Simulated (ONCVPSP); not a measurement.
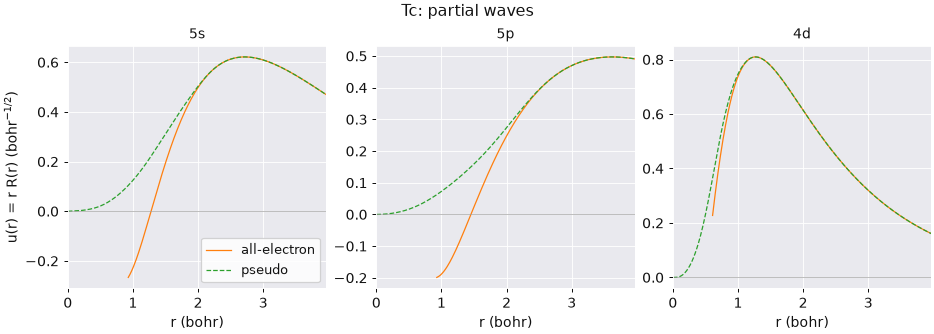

*All-electron valence functions (solid) with their pseudo partners (dashed). The innermost oscillations of some all-electron curves aren't drawn. Reference configuration 4d5 5s1.5 5p0.5.*

- Matching radii: 5s at 2.30 bohr; 5p at 3.05 bohr; 4d at 1.35 bohr. The curves merge smoothly, so the plot gives these only roughly.
- Nodes of the pseudo-waves: 5s has no node; 5p has no node; 4d has no node. The potential isn't sound: its ghost test gives GHOST(-) flagged for s at -177.6 eV, p at -63.7 eV, d at -147.0 eV; GHOST(+) flagged for s at 46.8 eV (flags above 300 eV left out).

# Run report: Tc, pseudopotential generation

System: technetium (Tc, Z = 43), core [Kr], reference valence 4d5 5s1.5 5p0.5, valence charge 7.
Method: ONCV potential, PBE, scalar-relativistic, made with ONCVPSP 4.0.1.

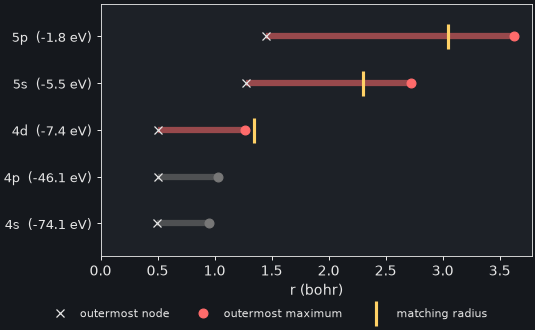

*Outer shells of the all-electron reference atom: each bar runs from the outermost node (or the nucleus) to the outermost maximum of u(r); the tick is the radius chosen for the pseudo-wave. Shells without a tick have no pseudo-wave of their own. Levels, nodes and maxima are from ld1.x, scalar-relativistic.*

- Radii against the shells: 4d: 1.35 bohr, outside the maximum; 5s: 2.30 bohr, between node and maximum; 5p: 3.05 bohr, between node and maximum.

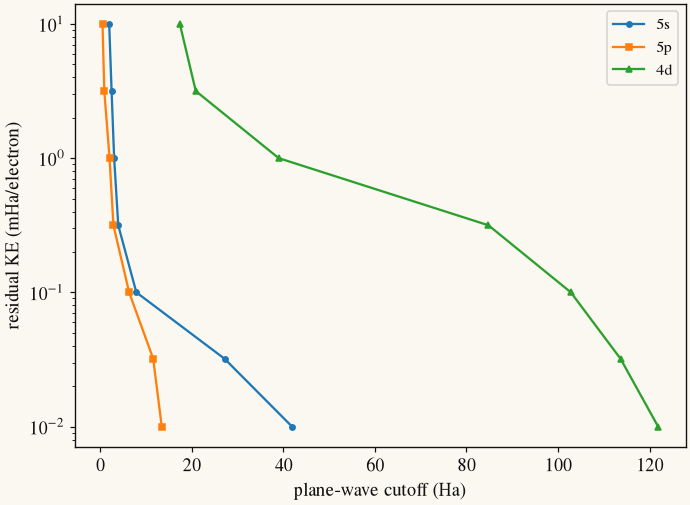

*Residual kinetic energy of the pseudo-waves (the first of each channel, and further valence shells) beyond the plane-wave cutoff, as the generator prints it.*

- Hardest wave at 1 mHa per electron: 4d, with rc = 1.35 bohr and qcut = 6 1/bohr. The optimisation minimises, but can't always remove, the kinetic energy above qcut²/2 = 18.0 Ha, and a larger rc would as a rule soften the wave at some cost in transferability.
- Cutoffs for 1 mHa per electron: 4d: 39 Ha; 5s: 3.1 Ha; 5p: 2.1 Ha.
- Cutoffs for the occupied states: 39 Ha for 1 mHa and 103 Ha for 0.1 mHa per electron. The first is set by 4d.

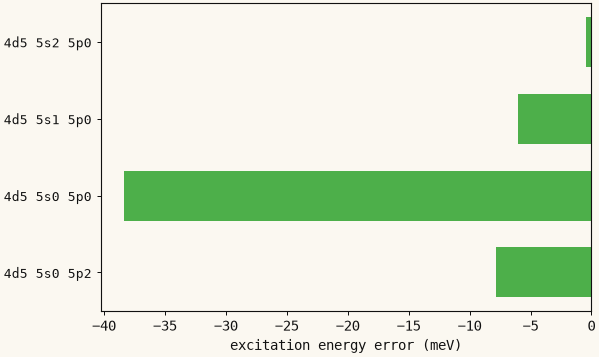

*Errors, all-electron minus pseudo, of the energies of valence configurations relative to the unpolarised reference 4d5 5s1.5 5p0.5.*

- Worst configuration: 4d5 5s0 5p0 (charge +2): the error is -38 meV on an all-electron energy of +21.16 eV relative to the reference, or 0.18 %.
- Configurations within 10 meV and within 50 meV: 3 and 4 of 4.

These pictures come from the run below.

**Input file**
```
# ATOM AND REFERENCE CONFIGURATION
# atsym  z   nc   nv     iexc    psfile
  Tc 43.00    8    3        4      upf
#
#   n    l    f
    1    0    2.00
    2    0    2.00
    2    1    6.00
    3    0    2.00
    3    1    6.00
    3    2   10.00
    4    0    2.00
    4    1    6.00
    4    2    5.00
    5    0    1.50
    5    1    0.50
#
# PSEUDOPOTENTIAL AND OPTIMIZATION
# lmax
    2
#
#   l,   rc,      ep,       ncon, nbas, qcut
    0    2.30    0.00    4    9    2.70
    1    3.05    0.00    4    7    2.20
    2    1.35    0.00    5    8    6.00
#
# LOCAL POTENTIAL
# lloc, lpopt,  rc(5),   dvloc0
    4    5    1.00    0.00
#
# VANDERBILT-KLEINMAN-BYLANDER PROJECTORs
# l, nproj, debl
    0    2    1.10
    1    2    1.50
    2    3    1.30
#
# MODEL CORE CHARGE
# icmod, fcfact, rcfact
    1    0.45    0.00
#
# LOG DERIVATIVE ANALYSIS
# epsh1, epsh2, depsh
   -2.00    5.00    0.02
#
# OUTPUT GRID
# rlmax, drl
    6.00    0.01
#
# TEST CONFIGURATIONS
# ncnf
    4
# nvcnf
#   n    l    f
    3
    4    2    5.00
    5    0    2.00
    5    1    0.00
#
    3
    4    2    5.00
    5    0    1.00
    5    1    0.00
#
    3
    4    2    5.00
    5    0    0.00
    5    1    0.00
#
    3
    4    2    5.00
    5    0    0.00
    5    1    2.00
#
```

Command:
```bash
oncvpsp.x < Tc.dat > Tc.out
```

**Log (extracts)**
```
ONCVPSP  (Optimized Norm-Conservinng Vanderbilt PSeudopotential)
scalar-relativistic version 4.0.1

#   n    l    f        energy (Ha)
    1    0    2.00    -7.6694033E+02
    2    0    2.00    -1.0944432E+02
    2    1    6.00    -9.7952456E+01
    3    0    2.00    -1.9087160E+01
    3    1    6.00    -1.5314653E+01
    3    2   10.00    -9.2106032E+00
    4    0    2.00    -2.7246890E+00
    4    1    6.00    -1.6944451E+00
    4    2    5.00    -2.7116521E-01
    5    0    1.50    -2.0317374E-01
    5    1    0.50    -6.5128816E-02

Reference configufation results
  iterations    26
  all-electron total energy (Ha)   -4.28552430D+03

Begin loop to  construct optimized pseudo wave functions
and semi-local pseudopoentials for all angular momenta

   Wellstate for l =  0  n =  6
     eigenvalue =   0.8968
     asymptotic potential =   1.3968
     half-point radius =  4.0964

Calculating optimized projector #   1

 for l=   0

    Fraction of norm inside rc  0.205060
    Optimizing pswf for qcut=   2.71 a_B^-1,  ecut=   3.66 Ha
    Residual kinetic energy error=  2.94D-04 Ha

    Energy error per electron        Cutoff
         Ha          eV             Ha
         0.01000     0.27211        1.99
         0.00100     0.02721        3.07
         0.00010     0.00272        7.92
         0.00001     0.00027       41.91

Calculating optimized projector #   2

 for l=   0

    Fraction of norm inside rc  0.236796
    Optimizing pswf for qcut=   2.71 a_B^-1,  ecut=   3.66 Ha
    Residual kinetic energy error=  1.24D-02 Ha

    Energy error per electron        Cutoff
         Ha          eV             Ha
         0.01000     0.27211        4.94
         0.00100     0.02721       46.58
         0.00010     0.00272       58.62
         0.00001     0.00027       74.47

   Wellstate for l =  1  n =  7
     eigenvalue =   1.4349
     asymptotic potential =   1.9349
     half-point radius =  5.5984

Calculating optimized projector #   1

 for l=   1

    Fraction of norm inside rc  0.196261
    Optimizing pswf for qcut=   2.19 a_B^-1,  ecut=   2.41 Ha
    Residual kinetic energy error=  6.28D-04 Ha

    Energy error per electron        Cutoff
         Ha          eV             Ha
         0.01000     0.27211        0.53
         0.00100     0.02721        2.07
         0.00010     0.00272        6.35
         0.00001     0.00027       13.47

Calculating optimized projector #   2

 for l=   1

    Fraction of norm inside rc  0.178759
    Optimizing pswf for qcut=   2.19 a_B^-1,  ecut=   2.41 Ha
    Residual kinetic energy error=  4.85D-02 Ha

    Energy error per electron        Cutoff
         Ha          eV             Ha
         0.01000     0.27211        3.78
         0.00100     0.02721        7.50
         0.00010     0.00272       14.44
         0.00001     0.00027       22.09

   Wellstate for l =  2  n =  5
     eigenvalue =   1.0288
     asymptotic potential =   1.5288
     half-point radius =  3.2330

   Wellstate for l =  2  n =  6
     eigenvalue =   2.3288
     asymptotic potential =   2.8288
     half-point radius =  3.5384

Calculating optimized projector #   1

 for l=   2

    Fraction of norm inside rc  0.375655
    Optimizing pswf for qcut=   6.00 a_B^-1,  ecut=  18.01 Ha
    Residual kinetic energy error=  8.17D-03 Ha

    Energy error per electron        Cutoff
         Ha          eV             Ha
         0.01000     0.27211       17.42
         0.00100     0.02721       39.00
         0.00010     0.00272      102.79
         0.00001     0.00027      121.84

Calculating optimized projector #   2

 for l=   2

    Fraction of norm inside rc  0.145632
    Optimizing pswf for qcut=   6.00 a_B^-1,  ecut=  18.01 Ha
    Residual kinetic energy error=  7.83D-03 Ha

    Energy error per electron        Cutoff
         Ha          eV             Ha
         0.01000     0.27211       17.28
         0.00100     0.02721       23.47
         0.00010     0.00272       29.59
         0.00001     0.00027       56.04

Calculating optimized projector #   3

 for l=   2

    Fraction of norm inside rc  0.085128
    Optimizing pswf for qcut=   6.00 a_B^-1,  ecut=  18.01 Ha
    Residual kinetic energy error=  1.10D-02 Ha

    Energy error per electron        Cutoff
         Ha          eV             Ha
         0.01000     0.27211       18.25
         0.00100     0.02721       25.12
         0.00010     0.00272       66.65
         0.00001     0.00027      189.92

Construct Vanderbilt / Kleinmman-Bylander projectors

B matrix Hermiticity error, ll=   0
   1   2    5.4392E-05

  Orthonormal projector coefficients  1.0093E+01  1.6545E+00

B matrix Hermiticity error, ll=   1
   1   2   -4.0815E-05

  Orthonormal projector coefficients  4.8925E+00  3.7227E-01

B matrix Hermiticity error, ll=   2
   1   2    1.3771E-04
   1   3   -2.4147E-04
   2   3    8.9794E-05

  Orthonormal projector coefficients -7.3645E+01  4.5459E+00  2.0892E+00

Model core correction analysis
  based on d2Exc/dn_idn_j

d2excae - all-electron derivatives

   -1.930128D-02   -7.317294D-03   -2.227137D-03
   -7.969943D-03   -1.213897D-02   -4.485540D-03
   -2.877150D-03   -5.439652D-03   -2.179336D-03

d2excps - pseudofunction derivatives with no core correction

   -3.591532D-02   -9.056313D-03   -2.712643D-03
   -9.772425D-03   -1.335373D-02   -4.895629D-03
   -3.426441D-03   -5.944633D-03   -2.333065D-03

rms 2nd derivative error    5.624937E-03

Polynomial model core charge

d2excps - pseudofunction derivatives with core correction

   -2.132427D-02   -7.804636D-03   -2.453649D-03
   -8.457257D-03   -1.215543D-02   -4.555327D-03
   -3.103645D-03   -5.509483D-03   -2.190427D-03

rms 2nd derivative error    7.211256E-04

Pseudoatom total energy  -11.601742

Diagnostic tests using Vanderbilt-Kleinman-Bylander pseudopotentials
  1 or more projectors used as specified by nproj input data

   l    rcore       rmatch      e in        delta e   norm test  slope test

   0   2.3056015   2.3756045  -0.2031737  -0.0000000   1.0000175   1.0000121
   0   2.3056015   2.3756045   0.8968263   0.0000032   1.0001731   1.0001731

   1   3.0541427   3.1468731  -0.0651288   0.0000001   1.0000096   1.0000064
   1   3.0541427   3.1468731   1.4348712   0.0000051   1.0001293   1.0001293

   2   1.3538294   1.3949346  -0.2711652   0.0000113   1.0000819   1.0001121
   2   1.3538294   1.3949346   1.0288348   0.0000158   1.0002640   1.0002640
   2   1.3538294   1.3949346   2.3288348   0.0000100   1.0003557   1.0003557

 Testing for bound ghosts
   n   l    E NL Schr. Eq   E Basis Diag.   E Cutoff

       0                       -6.526087     65.10  WARNING - GHOST(-)
   1   0       -0.203174       -0.195852     65.10

       1                       -2.340280     23.60  WARNING - GHOST(-)
   2   1       -0.065129       -0.057922     23.60

       2                       -5.400994    241.24  WARNING - GHOST(-)
   3   2       -0.271154       -0.252829    241.24

 Testing for highly-localized positive-energy ghosts
       l    <radius>/rc     E Basis Diag.   E Cutoff

       0        0.615872        1.720355     65.10  WARNING - GHOST(+)

       2        0.287445       50.844564    241.24  WARNING - GHOST(+)

Test configuration 0

   n   l     f        eae           eps        diff
   1   0  2.0000 -766.94033123
   2   0  2.0000 -109.44431881
   2   1  6.0000  -97.95245583
   3   0  2.0000  -19.08716036
   3   1  6.0000  -15.31465281
   3   2 10.0000   -9.21060322
   4   0  2.0000   -2.72468896
   4   1  6.0000   -1.69444513
   4   2  5.0000   -0.27116521   -0.27115387    1.13D-05
   5   0  1.5000   -0.20317374   -0.20317376   -2.68D-08
   5   1  0.5000   -0.06512882   -0.06512868    1.36D-07

    Total energies and differences
      AE_ref= -4.28552430D+03  AE_tst= -4.28552430D+03  dif=  0.00D+00
      PS_ref= -1.16017425D+01  PS_tst= -1.16017425D+01  dif= -2.66D-14
      PSP excitation error=  2.66D-14

Test configuration 1

   n   l     f        eae           eps        diff
   1   0  2.0000 -766.91233092
   2   0  2.0000 -109.41704346
   2   1  6.0000  -97.92516606
   3   0  2.0000  -19.05958363
   3   1  6.0000  -15.28708537
   3   2 10.0000   -9.18309683
   4   0  2.0000   -2.69664682
   4   1  6.0000   -1.66631993
   4   2  5.0000   -0.24482824   -0.24492094   -9.27D-05
   5   0  2.0000   -0.18533585   -0.18522605    1.10D-04

    Total energies and differences
      AE_ref= -4.28552430D+03  AE_tst= -4.28559224D+03  dif= -6.79D-02
      PS_ref= -1.16017425D+01  PS_tst= -1.16696649D+01  dif= -6.79D-02
      PSP excitation error= -1.65D-05

Test configuration 2

   n   l     f        eae           eps        diff
   1   0  2.0000 -767.19161285
   2   0  2.0000 -109.69318972
   2   1  6.0000  -98.20150579
   3   0  2.0000  -19.33634392
   3   1  6.0000  -15.56382946
   3   2 10.0000   -9.45961730
   4   0  2.0000   -2.97466468
   4   1  6.0000   -1.94488147
   4   2  5.0000   -0.51802035   -0.51677772    1.24D-03
   5   0  1.0000   -0.41872512   -0.41924845   -5.23D-04

    Total energies and differences
      AE_ref= -4.28552430D+03  AE_tst= -4.28529260D+03  dif=  2.32D-01
      PS_ref= -1.16017425D+01  PS_tst= -1.13698218D+01  dif=  2.32D-01
      PSP excitation error= -2.23D-04

Test configuration 3

   n   l     f        eae           eps        diff
   1   0  2.0000 -767.51429117
   2   0  2.0000 -110.01148598
   2   1  6.0000  -98.52007374
   3   0  2.0000  -19.65507038
   3   1  6.0000  -15.88252776
   3   2 10.0000   -9.77804144
   4   0  2.0000   -3.29325710
   4   1  6.0000   -2.26334951
   4   2  5.0000   -0.82690781   -0.82438538    2.52D-03

    Total energies and differences
      AE_ref= -4.28552430D+03  AE_tst= -4.28474682D+03  dif=  7.77D-01
      PS_ref= -1.16017425D+01  PS_tst= -1.08228487D+01  dif=  7.79D-01
      PSP excitation error= -1.41D-03

Test configuration 4

   n   l     f        eae           eps        diff
   1   0  2.0000 -767.01445761
   2   0  2.0000 -109.51642070
   2   1  6.0000  -98.02456655
   3   0  2.0000  -19.16021668
   3   1  6.0000  -15.38767686
   3   2 10.0000   -9.28345192
   4   0  2.0000   -2.79893580
   4   1  6.0000   -1.76874189
   4   2  5.0000   -0.33960005   -0.33957948    2.06D-05
   5   1  2.0000   -0.09836407   -0.09839031   -2.62D-05

    Total energies and differences
      AE_ref= -4.28552430D+03  AE_tst= -4.28530884D+03  dif=  2.15D-01
      PS_ref= -1.16017425D+01  PS_tst= -1.13859939D+01  dif=  2.16D-01
      PSP excitation error= -2.87D-04
```

**Key numbers**

- outcome: generated, with a ghost state
- cutoffs needed: 39 Ha and 103 Ha (the cutoffs at which the residual kinetic energy of the hardest occupied pseudo-wave falls to 1 and 0.1 mHa per electron)
- ghost test: GHOST(-) flagged for s at -177.6 eV, p at -63.7 eV, d at -147.0 eV; GHOST(+) flagged for s at 46.8 eV (flags above 300 eV left out)
- largest excitation error: -38 meV (all-electron minus pseudo) for 4d5 5s0 5p0, out of 4 test configurations
- rms error of d²Exc/dni dnj: 5.62 mHa without and 0.72 mHa with the model core
- range over which the phases arctan(r R′/R) at the test radius agree within 0.05 rad (a looser test near the poles than one of phase shifts): s: up to about 1.7 Ha; p: between about -1.6 and 2.0 Ha; d: over the whole range computed; f: not judged, local potential alone
- hardware: 1 CPU thread, shared host
- wall time: 4.8 s

**Remarks**

The potential has a bound ghost state, so it can't be used as it stands. The scattering phases part by more than π/2 and stay apart in p from about 3.9 Ha: a level there is either far displaced or one that only the pseudo-atom has.
